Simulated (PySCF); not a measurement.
SMILES [I][Ga]([I])[I] (GaI3) at its PBE0/def2-SVP optimised geometry (Å):

```
4

Ga    -0.6183    -0.0005     0.0000
I      1.8564    -0.0005     0.0000
I     -1.8564    -2.1437    -0.0009
I     -1.8541     2.1437     0.0000
```

Level of theory: PBE0/def2-TZVP, def2 effective core potentials past Kr (PySCF). The core electrons that the potentials of I replace are not part of the density.

Map of the HOMO amplitude (bohr^(-3/2)) on the plane z = 0.6 Å; orbital energy -7.78 eV, overall sign arbitrary:

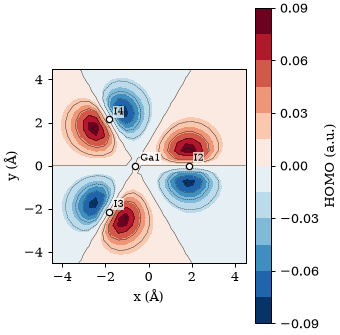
Figure: HOMO amplitude (bohr^(-3/2)) on the plane z = 0.6 Å.
